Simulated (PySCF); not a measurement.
**NMR shielding calculation, with input and output: C$_{7}$H$_{14}$Si$_{2}$**

C$_{7}$H$_{14}$Si$_{2}$, computed with GIAO PBE0/pcSseg-1 NMR shielding, non-relativistic, IEF-PCM dichloromethane (PySCF 2.14.0).

The geometry comes from this level: PBE0-D3(BJ)/def2-SVP. It belongs to a series of runs on one base structure; here: solvent dichloromethane. Figures and captions count atoms from 1; the log counts them from 0 in places.

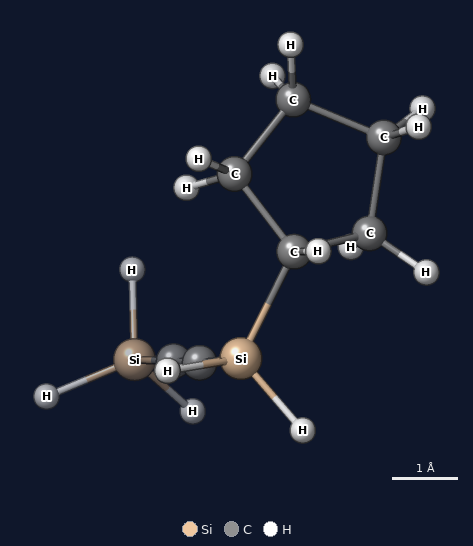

Fig. 1: The structure (ball-and-stick view, seen at a tilt).

### Results in brief

```tsv
quantity	value
outcome	converged
total energy	−853.472086 hartree
HOMO	−7.94 eV
LUMO	−0.61 eV
dipole moment	1.30 D
isotropic shielding, Si	413.2 to 449.0 ppm
isotropic shielding, C	64.3 to 160.2 ppm
isotropic shielding, H	26.9 to 30.3 ppm
hardware	1 CPU thread, shared host
wall time	96 s
peak memory	1.3 GiB
```

### Input file
```
{"job": {"kind": "nmr", "xc": "PBE0", "basis": "pcSseg-1", "solvent": "dichloromethane", "pop": false}, "charge": 0, "multiplicity": 1}
Si     4.140741    -1.118091     0.215750
C      2.727144    -0.090036    -0.338552
C      1.789379     0.602544    -0.715340
Si     0.311488     1.582911    -1.217197
C     -1.208909     0.813349    -0.418795
C     -1.473084    -0.646016    -0.809803
C     -2.503517    -1.091952     0.225124
C     -2.032298    -0.443761     1.535895
C     -1.169764     0.774672     1.123129
H      5.282693    -0.234928     0.591391
H      4.558621    -2.029642    -0.888681
H      3.732558    -1.930172     1.398973
H      0.508528     2.994553    -0.768782
H      0.213220     1.561780    -2.707902
H     -2.076658     1.418463    -0.742132
H     -0.546990    -1.238542    -0.701274
H     -1.815971    -0.761568    -1.849584
H     -3.493590    -0.698791    -0.060066
H     -2.600773    -2.185892     0.297761
H     -2.879364    -0.154835     2.175713
H     -1.428333    -1.154397     2.120716
H     -0.135423     0.638820     1.479500
H     -1.529028     1.718630     1.559181
```

The first line tells a small driver script what to run in PySCF; the rest is the geometry in Å.

Launched with:
```bash
OMP_NUM_THREADS=1 python <driver script> task.json out
```

### What the program printed
```
coarse grid: 19536 points
cycle   1  E = -853.3549985855  dE =  6.743e-01  |g| = 4.725e-01  |ddm| = 4.325e+00
cycle   2  E = -853.3378850982  dE =  1.711e-02  |g| = 5.403e-01  |ddm| = 9.965e-01
cycle   3  E = -853.4149267870  dE = -7.704e-02  |g| = 5.811e-02  |ddm| = 5.584e-01
cycle   4  E = -853.4154422938  dE = -5.155e-04  |g| = 3.318e-02  |ddm| = 7.010e-02
cycle   5  E = -853.4156600578  dE = -2.178e-04  |g| = 1.634e-02  |ddm| = 3.538e-02
cycle   6  E = -853.4157236394  dE = -6.358e-05  |g| = 4.167e-03  |ddm| = 1.331e-02
cycle   7  E = -853.4157284302  dE = -4.791e-06  |g| = 3.429e-04  |ddm| = 4.116e-03
final grid: 177520 points
cycle   8  E = -853.4720677428  dE = -3.837e-05  |g| = 8.230e-03  |ddm| = 3.603e-02
cycle   9  E = -853.4720568930  dE =  1.085e-05  |g| = 1.058e-02  |ddm| = 1.732e-02
cycle  10  E = -853.4720858805  dE = -2.899e-05  |g| = 6.750e-04  |ddm| = 9.497e-03
cycle  11  E = -853.4720859445  dE = -6.402e-08  |g| = 4.175e-04  |ddm| = 8.534e-04
cycle  12  E = -853.4720859853  dE = -4.079e-08  |g| = 1.327e-04  |ddm| = 3.626e-04
cycle  13  E = -853.4720859895  dE = -4.208e-09  |g| = 3.824e-05  |ddm| = 1.300e-04
cycle  14  E = -853.4720859898  dE = -3.797e-10  |g| = 5.267e-06  |ddm| = 3.885e-05
```

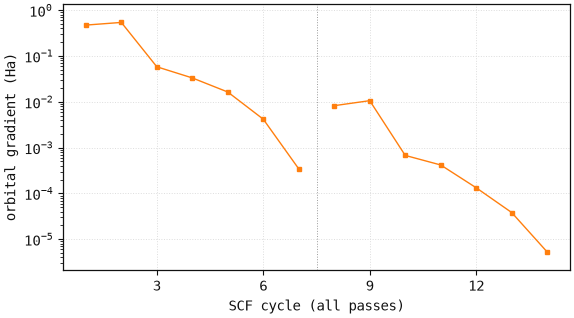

Fig. 2: Convergence of the self-consistent field: orbital gradient against the SCF cycle. The dotted line marks the change from a coarse to the final integration grid. The first 7 cycles use a coarse grid, the final grid takes over at cycle 8, and the field converges after 14 cycles in all.

```
converged SCF energy = -853.4720859898

GIAO shielding tensors (ppm)
atom      isotropic    diamagn.    paramagn.     s11        s22        s33       span
  0 Si     449.030     881.230    -432.199    442.327    442.820    461.944     19.617
  1 C       71.269     263.405    -192.136    -26.778    -24.331    264.917    291.696
  2 C       64.267     265.014    -200.747    -36.922    -31.287    261.010    297.932
  3 Si     413.246     882.227    -468.981    378.148    398.151    463.438     85.291
  4 C      160.248     255.559     -95.311    140.453    165.882    174.410     33.957
  5 C      151.618     248.641     -97.023    126.169    162.877    165.810     39.641
  6 C      153.743     249.227     -95.483    128.535    160.076    172.619     44.084
  7 C      158.199     248.374     -90.175    128.085    172.469    174.042     45.957
  8 C      156.358     248.993     -92.635    125.433    167.083    176.559     51.126
  9 H       27.066      26.774       0.291     23.573     25.367     32.258      8.686
 10 H       27.072      27.504      -0.432     23.627     25.488     32.102      8.474
 11 H       27.060      29.166      -2.106     23.334     26.232     31.615      8.281
 12 H       26.943      28.841      -1.898     23.346     24.962     32.521      9.175
 13 H       26.938      28.906      -1.968     23.315     25.002     32.499      9.185
 14 H       30.345      32.607      -2.262     26.649     27.012     37.373     10.724
 15 H       29.998      33.666      -3.668     24.589     29.528     35.876     11.287
 16 H       29.583      31.575      -1.992     24.390     27.584     36.776     12.387
 17 H       29.874      30.069      -0.195     24.798     27.418     37.406     12.607
 18 H       29.453      29.683      -0.230     24.783     26.582     36.995     12.212
 19 H       29.497      29.075       0.422     24.178     27.147     37.167     12.989
 20 H       29.679      31.041      -1.361     24.557     27.731     36.750     12.193
 21 H       29.702      33.714      -4.013     24.104     29.269     35.732     11.628
 22 H       29.507      31.383      -1.876     24.219     27.540     36.761     12.542
```

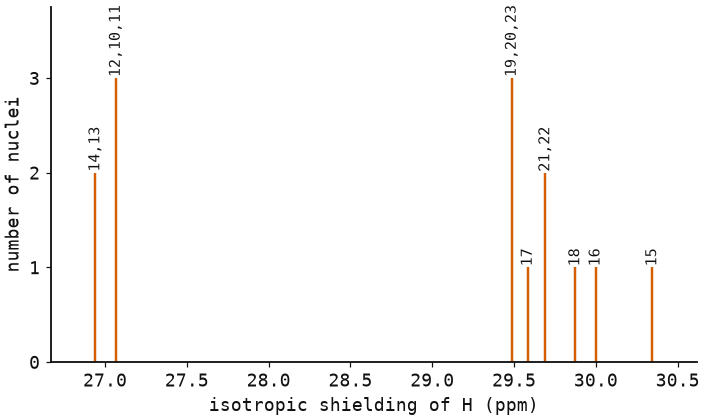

Fig. 3: Isotropic shieldings of the hydrogen nuclei in this fixed geometry, labelled by atom number; shielding grows to the right, so chemical shift grows to the left. The least shielded is H14 (26.9 ppm), the most shielded H15 (30.3 ppm).
